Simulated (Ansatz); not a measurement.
# BH3O (triplet): wave-function methods side by side at distance B1–H4 along a hydrogen transfer = 1.280 Å, cc-pVDZ

Aim: climb from Hartree-Fock through coupled cluster and multireference methods for BH3O (triplet) at one geometry and basis, and see what each rung misses.

Program: Ansatz 0.2.0, Gaussian basis. Level of theory: cc-pVDZ, core rule «outside noble gas», up to 2 orbitals frozen. These are calculated values, not measurements.

Plan: UHF; CCSD(T) on ROHF; CCSD(T) on UHF; BCCD(T) on ROHF; CISD; CCSDT(Q) on ROHF; CCSDT(Q) on UHF; CASSCF and MRCISD+Q, 4 electrons in 4 orbitals; CASSCF and NEVPT2, 4 electrons in 4 orbitals.

17 further runs of the same task are left out: 8 for a known fault of the program, 1 for a mislabelled method, 8 that didn't finish.

## Step 1: The geometry

The geometry derives from fragments relaxed apart (PBE0/def2-TZVP) and kept rigid, so it is no stationary point. A hydrogen atom is moved between rigid fragments.

5 atoms, charge 0, spin multiplicity 3.

Atoms are counted from 1 here; the program's logs count them from 0.

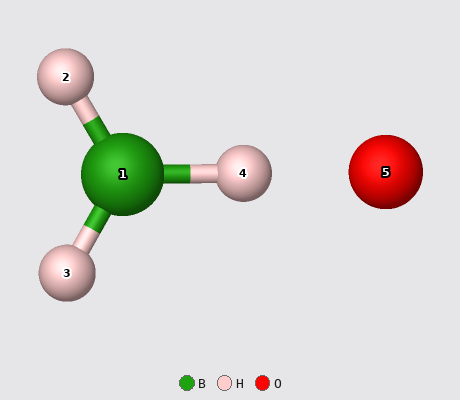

The structure; boron green, hydrogen pink, oxygen red; atoms are numbered from 1 in the order of the file.

In the tables R marks a restricted open-shell determinant and U an unrestricted one; 'pair' is the active space of 4 electrons in 4 orbitals; energies count from the table's Hartree-Fock row.

## Step 2: UHF

The input, in.yaml:

```yaml
crystal:
  periodic: [false, false, false]
  atoms:
    - {symbol: B, position_ang: [-1.498599, 0.000000, 0.000000]}
    - {symbol: H, position_ang: [-2.095333, 1.033571, 0.000000]}
    - {symbol: H, position_ang: [-2.095333, -1.033571, 0.000000]}
    - {symbol: H, position_ang: [-0.218599, 0.000000, 0.000000]}
    - {symbol: O, position_ang: [1.290401, 0.000000, 0.000000]}
basis:
  gaussian: {orbitals: cc-pVDZ}
magnetization: {spin_polarized: true, initial_magnetization: 2}
hamiltonian: {xc: hf}
output: {orbitals: {seedname: orbitals}}
```

Started as:

```
> ansatz run in.yaml --threads 1 --pin off --events-out ev --progress --plain --max-ram 2393MiB
```

Standard output:

```text
Functional definition: HF
  name "HF"
  cite "Fock, Z. Phys. 61, 126 (1930) doi:10.1007/BF01340294"
  parent pbe
  exchange = exact_x
  correlation = 0
386 factors; integrals over basis functions are off by at most 1.4e-3 eV
mean field evaluation 1: about -2750.2494 eV, gradient 1.3e1 eV
mean field evaluation 2: about -2750.2496 eV, gradient 1.3e1 eV
mean field evaluation 4: about -2752.3167 eV, gradient 3.0e0 eV
mean field evaluation 8: about -2752.5314 eV, gradient 2.1e-1 eV
mean field evaluation 16: about -2752.5288 eV, gradient 1.4e-1 eV
mean field evaluation 32: about -2752.5253 eV, gradient 1.2e-3 eV
mean field evaluation 64: about -2751.8833 eV, gradient 1.5e-1 eV
mean field evaluation 96: about -2752.5253 eV, gradient 2.1e-6 eV
mean field evaluation 128: about -2752.5324 eV, gradient 2.1e-4 eV
mean field -2752.53243809 eV, -101.1537013664 hartree, gradient 8.3e-6 eV, S^2 2.014698; 4 other end points of the search recorded, 0 dependent functions left out
reference -2752.53243809 eV, -101.1537013664 hartree; 9, 7 occupied and 34, 36 virtual orbitals, 386 factors
Total energy: -2752.53243809 eV, -101.1537013664 hartree
```

Wall time 1.1 s (1 thread of Arm Neoverse V1, shared host).

From the report: ⟨S²⟩ of the determinant 2.015 (pure triplet: 2.00).

## Step 3: CCSD(T) on ROHF

in.yaml, as its differences from that of step 2:

```diff
@@ -10,4 +10,3 @@
   gaussian: {orbitals: cc-pVDZ}
-magnetization: {spin_polarized: true, initial_magnetization: 2}
-hamiltonian: {xc: hf}
-output: {orbitals: {seedname: orbitals}}
+magnetization: {spin_polarized: false, initial_magnetization: 2}
+correlation: {method: ccsd_t, electrons: outside_noble_gas}
```

The command is unchanged.

Standard output, shortened:

```text
Functional definition: HF
  name "HF"
  cite "Fock, Z. Phys. 61, 126 (1930) doi:10.1007/BF01340294"
  parent pbe
[...]
386 factors; integrals over basis functions are off by at most 1.4e-3 eV
[...]
mean field -2752.33758106 eV, -101.1465405026 hartree, gradient 2.2e-6 eV, S^2 2.000000; 18 other end points of the search recorded, 0 dependent functions left out
[...]
determinant -2752.33758106 eV, -101.1465405026 hartree, with singles and doubles -2759.18798118 eV, -101.3982880636 hartree
determinant -2752.32965394 eV, -101.1462491861 hartree, with singles and doubles -2759.18449166 eV, -101.3981598262 hartree
determinant -2751.74331076 eV, -101.1247014720 hartree, with singles and doubles -2758.40613081 eV, -101.3695555926 hartree
determinant -2746.25159778 eV, -100.9228847424 hartree, with singles and doubles -2754.85933053 eV, -101.2392130863 hartree
determinant -2752.33758106 eV, -101.1465405026 hartree, with singles and doubles -2759.18919698 eV, -101.3983327435 hartree
determinant -2752.32965394 eV, -101.1462491861 hartree, with singles and doubles -2759.18517095 eV, -101.3981847896 hartree
2 core orbitals not correlated: weight in the atoms' cores, before any rotation towards them, 1.000 or more for the frozen orbitals, at most 0.000 for the correlated occupied ones
reference -2752.33758106 eV, -101.1465405026 hartree; 7, 5 occupied and 34, 36 virtual orbitals, 386 factors
second order -5.61442724 eV of doubles, -0.12265551 eV of singles
cycle   1  -6.85160634 eV  change    9.6e-6 eV  update   4.0e-6
cycle   2  -6.85159774 eV  change    8.6e-6 eV  update   2.8e-6
perturbative correction -0.09403909 eV, -0.0034558728 hartree
Total energy: -2759.28321789 eV, -101.4017879480 hartree
```

It took 4.6 s on 1 thread of Arm Neoverse V1, shared host.

From the report: correlation -6.9456 eV; T1 0.025; largest double amplitude 0.05.

## Step 4: CCSD(T) on UHF

in.yaml, as its differences from that of step 3:

```diff
@@ -10,3 +10,3 @@
   gaussian: {orbitals: cc-pVDZ}
-magnetization: {spin_polarized: false, initial_magnetization: 2}
+magnetization: {spin_polarized: true, initial_magnetization: 2}
 correlation: {method: ccsd_t, electrons: outside_noble_gas}
```

The command is unchanged.

Standard output, shortened:

```text
Functional definition: HF
  name "HF"
  cite "Fock, Z. Phys. 61, 126 (1930) doi:10.1007/BF01340294"
  parent pbe
[...]
386 factors; integrals over basis functions are off by at most 1.4e-3 eV
[...]
mean field -2752.53243809 eV, -101.1537013664 hartree, gradient 2.9e-6 eV, S^2 2.014698; 14 other end points of the search recorded, 0 dependent functions left out
determinant -2752.53243809 eV, -101.1537013664 hartree, with singles and doubles -2759.19149393 eV, -101.3984171547 hartree
determinant -2752.52532453 eV, -101.1534399478 hartree, with singles and doubles -2759.18806635 eV, -101.3982911934 hartree
determinant -2751.88354971 eV, -101.1298551580 hartree, with singles and doubles -2758.40848262 eV, -101.3696420200 hartree
determinant -2752.53243809 eV, -101.1537013664 hartree, with singles and doubles -2759.19258988 eV, -101.3984574301 hartree
determinant -2752.52532453 eV, -101.1534399478 hartree, with singles and doubles -2759.18861663 eV, -101.3983114159 hartree
2 core orbitals not correlated: weight in the atoms' cores, before any rotation towards them, 1.000 or more for the frozen orbitals, at most 0.000 for the correlated occupied ones
reference -2752.53243809 eV, -101.1537013664 hartree; 7, 5 occupied and 34, 36 virtual orbitals, 386 factors
second order -5.56087752 eV of doubles, -0.00000000 eV of singles
cycle   1  -6.66014410 eV  change    7.7e-6 eV  update   3.9e-6
perturbative correction -0.09184412 eV, -0.0033752092 hartree
Total energy: -2759.28442632 eV, -101.4018323569 hartree
```

Run time: 4 s. Hardware: 1 thread of Arm Neoverse V1, shared host.

From the report: ⟨S²⟩ of the determinant 2.015 (pure triplet: 2.00); correlation -6.7520 eV; T1 0.016; largest double amplitude 0.05.

## Step 5: BCCD(T) on ROHF

in.yaml, as its differences from that of step 4:

```diff
@@ -10,3 +10,3 @@
   gaussian: {orbitals: cc-pVDZ}
-magnetization: {spin_polarized: true, initial_magnetization: 2}
-correlation: {method: ccsd_t, electrons: outside_noble_gas}
+magnetization: {spin_polarized: false, initial_magnetization: 2}
+correlation: {method: bccd_t, electrons: outside_noble_gas}
```

The command is unchanged.

Standard output, shortened:

```text
Functional definition: HF
  name "HF"
  cite "Fock, Z. Phys. 61, 126 (1930) doi:10.1007/BF01340294"
  parent pbe
[...]
386 factors; integrals over basis functions are off by at most 1.4e-3 eV
[...]
mean field -2752.33758106 eV, -101.1465405026 hartree, gradient 2.2e-6 eV, S^2 2.000000; 18 other end points of the search recorded, 0 dependent functions left out
[...]
determinant -2752.33758106 eV, -101.1465405026 hartree, with singles and doubles -2759.18798118 eV, -101.3982880636 hartree
determinant -2752.32965394 eV, -101.1462491861 hartree, with singles and doubles -2759.18449166 eV, -101.3981598262 hartree
determinant -2751.74331076 eV, -101.1247014720 hartree, with singles and doubles -2758.40613081 eV, -101.3695555926 hartree
determinant -2746.25159778 eV, -100.9228847424 hartree, with singles and doubles -2754.85933053 eV, -101.2392130863 hartree
determinant -2752.33758106 eV, -101.1465405026 hartree, with singles and doubles -2759.18919698 eV, -101.3983327435 hartree
determinant -2752.32965394 eV, -101.1462491861 hartree, with singles and doubles -2759.18517095 eV, -101.3981847896 hartree
2 core orbitals not correlated: weight in the atoms' cores, before any rotation towards them, 1.000 or more for the frozen orbitals, at most 0.000 for the correlated occupied ones
reference -2752.33758106 eV, -101.1465405026 hartree; 7, 5 occupied and 34, 36 virtual orbitals, 386 factors
second order -5.61442724 eV of doubles, -0.12265551 eV of singles
cycle   1  -6.84923701 eV  change    2.4e-3 eV  update   6.7e-3
[...]
cycle   9  -6.84579058 eV  change   -7.4e-6 eV  update   8.8e-6
perturbative correction -0.09901718 eV, -0.0036388142 hartree
Total energy: -2759.28238882 eV, -101.4017574802 hartree
```

Wall time 5.5 s (1 thread of Arm Neoverse V1, shared host).

From the report: correlation -6.9448 eV; largest double amplitude 0.05.

## Step 6: CISD

in.yaml, as its differences from that of step 5:

```diff
@@ -11,2 +11,2 @@
 magnetization: {spin_polarized: false, initial_magnetization: 2}
-correlation: {method: bccd_t, electrons: outside_noble_gas}
+correlation: {active_space: {ras: {orbitals: [5, 2, 34], electrons: 12, max_holes: 2, max_particles: 2}, fixed_orbitals: true}}
```

Same command.

Standard output, shortened:

```text
Functional definition: HF
  name "HF"
  cite "Fock, Z. Phys. 61, 126 (1930) doi:10.1007/BF01340294"
  parent pbe
[...]
386 factors; integrals over basis functions are off by at most 1.4e-3 eV
[...]
mean field -2752.33758106 eV, -101.1465405026 hartree, gradient 2.2e-6 eV, S^2 2.000000; 18 other end points of the search recorded, 0 dependent functions left out
reference -2752.33758106 eV, -101.1465405026 hartree; 9, 7 occupied and 34, 36 virtual orbitals, 386 factors
state -2758.73954572 eV, -101.3818083642 hartree
Total energy: -2758.73954572 eV, -101.3818083642 hartree
```

Wall time 5.5 s (1 thread of Arm Neoverse V1, shared host).

From the report: 67,480 determinants.

## Step 7: CCSDT(Q) on ROHF

in.yaml, as its differences from that of step 6:

```diff
@@ -11,2 +11,2 @@
 magnetization: {spin_polarized: false, initial_magnetization: 2}
-correlation: {active_space: {ras: {orbitals: [5, 2, 34], electrons: 12, max_holes: 2, max_particles: 2}, fixed_orbitals: true}}
+correlation: {method: ccsdt_q, electrons: outside_noble_gas}
```

The command is unchanged.

Standard output, shortened:

```text
Functional definition: HF
  name "HF"
  cite "Fock, Z. Phys. 61, 126 (1930) doi:10.1007/BF01340294"
  parent pbe
[...]
743 factors; integrals over basis functions are off by at most 2.5e-7 eV
[...]
mean field -2752.33760030 eV, -101.1465412095 hartree, gradient 2.2e-6 eV, S^2 2.000000; 18 other end points of the search recorded, 0 dependent functions left out
[...]
determinant -2752.33760030 eV, -101.1465412095 hartree, with singles and doubles -2759.18798817 eV, -101.3982883203 hartree
determinant -2752.32967221 eV, -101.1462498577 hartree, with singles and doubles -2759.18449815 eV, -101.3981600645 hartree
determinant -2751.74332414 eV, -101.1247019634 hartree, with singles and doubles -2758.40613227 eV, -101.3695556460 hartree
determinant -2746.25163803 eV, -100.9228862213 hartree, with singles and doubles -2754.85936090 eV, -101.2392142024 hartree
determinant -2752.33760030 eV, -101.1465412095 hartree, with singles and doubles -2759.18920414 eV, -101.3983330064 hartree
determinant -2752.32967221 eV, -101.1462498577 hartree, with singles and doubles -2759.18517722 eV, -101.3981850199 hartree
2 core orbitals not correlated: weight in the atoms' cores, before any rotation towards them, 1.000 or more for the frozen orbitals, at most 0.000 for the correlated occupied ones
reference -2752.33760030 eV, -101.1465412095 hartree; 7, 5 occupied and 34, 36 virtual orbitals, 743 factors
second order -5.61445106 eV of doubles, -0.12265514 eV of singles
cycle   1  -6.54818264 eV  change   -8.1e-1 eV  update   6.5e-2
[...]
cycle  22  -6.96478919 eV  change   -3.3e-7 eV  update   7.2e-7
perturbative correction -0.00506593 eV, -0.0001861696 hartree
Total energy: -2759.30745543 eV, -101.4026786611 hartree
```

Run time: 53 s. Hardware: 1 thread of Arm Neoverse V1, shared host; peak memory 0.71 GiB.

From the report: correlation -6.9699 eV; T1 0.025; largest double amplitude 0.05.

## Step 8: CCSDT(Q) on UHF

in.yaml, as its differences from that of step 7:

```diff
@@ -10,3 +10,3 @@
   gaussian: {orbitals: cc-pVDZ}
-magnetization: {spin_polarized: false, initial_magnetization: 2}
+magnetization: {spin_polarized: true, initial_magnetization: 2}
 correlation: {method: ccsdt_q, electrons: outside_noble_gas}
```

Same command.

Standard output, shortened:

```text
Functional definition: HF
  name "HF"
  cite "Fock, Z. Phys. 61, 126 (1930) doi:10.1007/BF01340294"
  parent pbe
[...]
743 factors; integrals over basis functions are off by at most 2.5e-7 eV
[...]
mean field -2752.53245656 eV, -101.1537020449 hartree, gradient 2.9e-6 eV, S^2 2.014698; 13 other end points of the search recorded, 0 dependent functions left out
determinant -2752.53245656 eV, -101.1537020449 hartree, with singles and doubles -2759.19150051 eV, -101.3984173966 hartree
determinant -2752.52534194 eV, -101.1534405877 hartree, with singles and doubles -2759.18807277 eV, -101.3982914293 hartree
determinant -2751.88356331 eV, -101.1298556579 hartree, with singles and doubles -2758.40848401 eV, -101.3696420708 hartree
determinant -2752.53245656 eV, -101.1537020449 hartree, with singles and doubles -2759.19259696 eV, -101.3984576902 hartree
determinant -2752.52534194 eV, -101.1534405877 hartree, with singles and doubles -2759.18862304 eV, -101.3983116516 hartree
2 core orbitals not correlated: weight in the atoms' cores, before any rotation towards them, 1.000 or more for the frozen orbitals, at most 0.000 for the correlated occupied ones
reference -2752.53245656 eV, -101.1537020449 hartree; 7, 5 occupied and 34, 36 virtual orbitals, 743 factors
second order -5.56090086 eV of doubles, -0.00000000 eV of singles
cycle   1  -6.36527266 eV  change   -8.0e-1 eV  update   6.2e-2
[...]
cycle  21  -6.77125077 eV  change   -4.5e-7 eV  update   1.4e-6
perturbative correction -0.00512459 eV, -0.0001883251 hartree
Total energy: -2759.30883191 eV, -101.4027292461 hartree
```

Wall time 44 s (1 thread of Arm Neoverse V1, shared host); peak memory 0.55 GiB.

From the report: ⟨S²⟩ of the determinant 2.015 (pure triplet: 2.00); correlation -6.7764 eV; T1 0.017; largest double amplitude 0.05.

## Step 9: CASSCF and MRCISD+Q, 4 electrons in 4 orbitals

in.yaml, as its differences from that of step 8:

```diff
@@ -10,3 +10,3 @@
   gaussian: {orbitals: cc-pVDZ}
-magnetization: {spin_polarized: true, initial_magnetization: 2}
-correlation: {method: ccsdt_q, electrons: outside_noble_gas}
+magnetization: {spin_polarized: false, initial_magnetization: 2}
+correlation: {method: fic_mrcisd_q, electrons: outside_noble_gas, active_space: {window: {electrons: 4, orbitals: 4}}}
```

The command is unchanged.

Standard output, shortened:

```text
Functional definition: HF
  name "HF"
  cite "Fock, Z. Phys. 61, 126 (1930) doi:10.1007/BF01340294"
  parent pbe
[...]
386 factors; integrals over basis functions are off by at most 1.4e-3 eV
[...]
mean field -2752.33758106 eV, -101.1465405026 hartree, gradient 2.2e-6 eV, S^2 2.000000; 18 other end points of the search recorded, 0 dependent functions left out
reference -2752.33758106 eV, -101.1465405026 hartree; 9, 7 occupied and 34, 36 virtual orbitals, 386 factors
state -2752.79602442 eV, -101.1633879851 hartree
contracted CI cycle   1: correlation 0.00000000 eV, 0.0000000000 hartree, residual 2.44e1 eV
contracted CI cycle   2: correlation -5.87900852 eV, -0.2160495780 hartree, residual 2.92e0 eV
contracted CI cycle   3: correlation -5.99227419 eV, -0.2202120148 hartree, residual 6.88e-1 eV
contracted CI cycle   4: correlation -5.99895498 eV, -0.2204575292 hartree, residual 1.70e-1 eV
[...]
contracted CI cycle   7: correlation -6.08207339 eV, -0.2235120747 hartree, residual 2.38e-2 eV
contracted CI cycle   8: correlation -6.08208357 eV, -0.2235124486 hartree, residual 8.77e-3 eV
contracted CI cycle   9: correlation -6.08208530 eV, -0.2235125124 hartree, residual 3.82e-3 eV
contracted CI cycle  10: correlation -6.08208558 eV, -0.2235125225 hartree, residual 1.42e-3 eV
contracted CI cycle  11: correlation -6.08208562 eV, -0.2235125238 hartree, residual 5.09e-4 eV
state -2752.69559600 eV, -101.1596973090 hartree; corrected -2759.27675774 eV, -101.4015505420 hartree
state -2752.69559600 eV, -101.1596973090 hartree; corrected -2759.27675774 eV, -101.4015505420 hartree
the orbitals are reached from a further start. From the first start the search ends at -2752.79602349 eV, -101.1633879510 hartree
WARN: the results are in doubt because another end's mean lies 0.100 eV lower, and its corrected mean 0.023 eV higher
Total energy: -2759.27675774 eV, -101.4015505420 hartree
In doubt: another end's mean lies 0.100 eV lower, and its corrected mean 0.023 eV higher
```

Run time: 3.8 s. Hardware: 1 thread of Arm Neoverse V1, shared host.

From the report: 36 determinants; active occupations 1.98, 1.00, 1.00, 0.02. Mind the lines of doubt at the end of the log.

## Step 10: CASSCF and NEVPT2, 4 electrons in 4 orbitals

in.yaml, as its differences from that of step 9:

```diff
@@ -11,2 +11,2 @@
 magnetization: {spin_polarized: false, initial_magnetization: 2}
-correlation: {method: fic_mrcisd_q, electrons: outside_noble_gas, active_space: {window: {electrons: 4, orbitals: 4}}}
+correlation: {method: sc_nevpt2, electrons: outside_noble_gas, active_space: {window: {electrons: 4, orbitals: 4}}}
```

The command is unchanged.

Standard output, shortened:

```text
Functional definition: HF
  name "HF"
  cite "Fock, Z. Phys. 61, 126 (1930) doi:10.1007/BF01340294"
  parent pbe
[...]
386 factors; integrals over basis functions are off by at most 1.4e-3 eV
[...]
mean field -2752.33758106 eV, -101.1465405026 hartree, gradient 2.2e-6 eV, S^2 2.000000; 18 other end points of the search recorded, 0 dependent functions left out
reference -2752.33758106 eV, -101.1465405026 hartree; 9, 7 occupied and 34, 36 virtual orbitals, 386 factors
state -2752.79602442 eV, -101.1633879851 hartree
state -2752.79602442 eV, -101.1633879851 hartree; corrected -2758.13088592 eV, -101.3594405293 hartree
state -2752.69559600 eV, -101.1596973090 hartree
state -2752.69559600 eV, -101.1596973090 hartree; corrected -2758.06505453 eV, -101.3570212704 hartree
state -2752.79602442 eV, -101.1633879851 hartree; corrected -2758.13088592 eV, -101.3594405293 hartree
Total energy: -2758.13088592 eV, -101.3594405293 hartree
```

Wall time 3 s (1 thread of Arm Neoverse V1, shared host).

From the report: 18 determinants; active occupations 1.98, 1.00, 1.00, 0.02.

## Step 11: Misses and costs

The yardstick is UCCSDT(Q), where the cluster series has nearly closed. Rows without a time come out of other runs: HF, MP2 and CCSD of CCSD(T), CCSDT of CCSDT(Q), CASSCF and MRCISD of the multireference runs.

Differences are taken before rounding.

| method | energy from the lowest RHF (meV) | from UCCSDT(Q) (meV) | time |
| --- | --- | --- | --- |
| RHF | 0.0 | +6971.3 |  |
| UHF | -194.9 | +6776.4 |  |
| RMP2 | -5737.1 | +1234.2 |  |
| UMP2 | -5755.7 | +1215.5 |  |
| CISD | -6402.0 | +569.3 | 5.5 s |
| RCCSD | -6851.6 | +119.7 |  |
| UCCSD | -6855.0 | +116.2 |  |
| RCCSD(T) | -6945.6 | +25.6 | 4.6 s |
| UCCSD(T) | -6946.8 | +24.4 | 4 s |
| BCCD(T) | -6944.8 | +26.4 | 5.5 s |
| RCCSDT | -6964.8 | +6.4 |  |
| UCCSDT | -6966.1 | +5.1 |  |
| RCCSDT(Q) | -6969.9 | +1.4 | 53 s |
| UCCSDT(Q) | -6971.3 | 0 | 44 s |
| CASSCF pair | -458.4 | +6512.8 |  |
| NEVPT2 pair | -5793.3 | +1177.9 | 3 s |

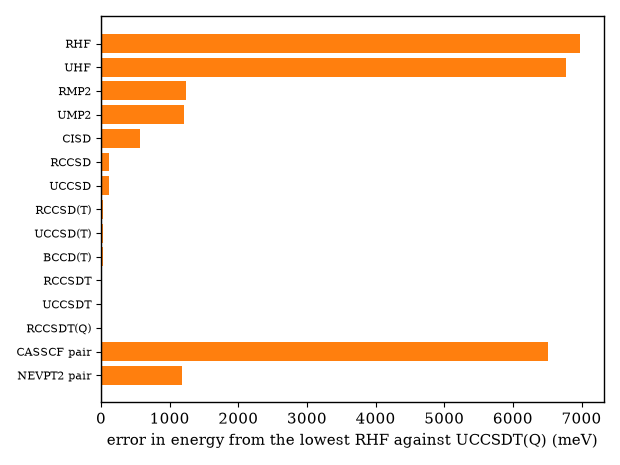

How far each level lands from UCCSDT(Q).

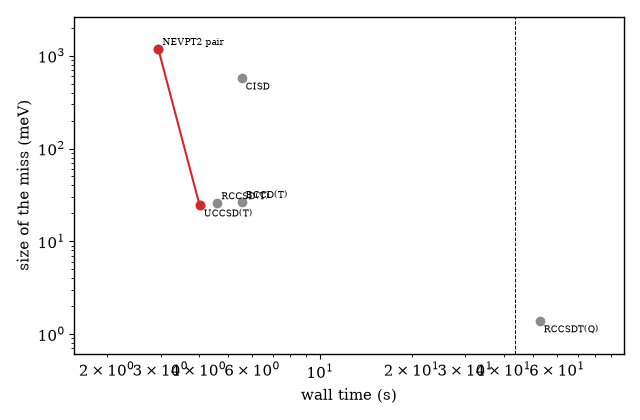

Accuracy for the time spent; red marks the levels that beat every quicker one drawn (of those quicker than the yardstick), and the dashed line is the time of UCCSDT(Q). Times are from a shared host.

Not comparable, so not listed: CASSCF and MRCISD+Q, 4 electrons in 4 orbitals (they don't share determinant, frozen orbitals or solution with the rows shown, or repeat one).

## Step 12: Results

| quantity | value |
| --- | --- |
| UCCSDT(Q) below the RHF energy | -6.9713 eV |
| RMP2 from UCCSDT(Q) | +1234.2 meV |
| UMP2 from UCCSDT(Q) | +1215.5 meV |
| RCCSD from UCCSDT(Q) | +119.7 meV |
| RCCSD(T) from UCCSDT(Q) | +25.6 meV |
| UCCSD(T) from UCCSDT(Q) | +24.4 meV |
| RCCSDT(Q) from UCCSDT(Q) | +1.4 meV |
| NEVPT2 pair from UCCSDT(Q) | +1177.9 meV |
| levels within 1 kcal/mol (43 meV) | RCCSD(T), UCCSD(T), BCCD(T), RCCSDT, UCCSDT, RCCSDT(Q) |
| T1 diagnostic | 0.025 |

RCCSD(T) misses by +25.6 meV, 0.4 % of the correlation energy. These misses are within one basis, not against nature; the frozen cores of restricted and unrestricted runs differ, which can shift their rows.

For cost: UCCSD(T) gets within 24.4 meV in 4 s, where UCCSDT(Q) took 44 s; the quickest level in the cost chart, NEVPT2 pair, takes 3 s and misses by 1177.9 meV.
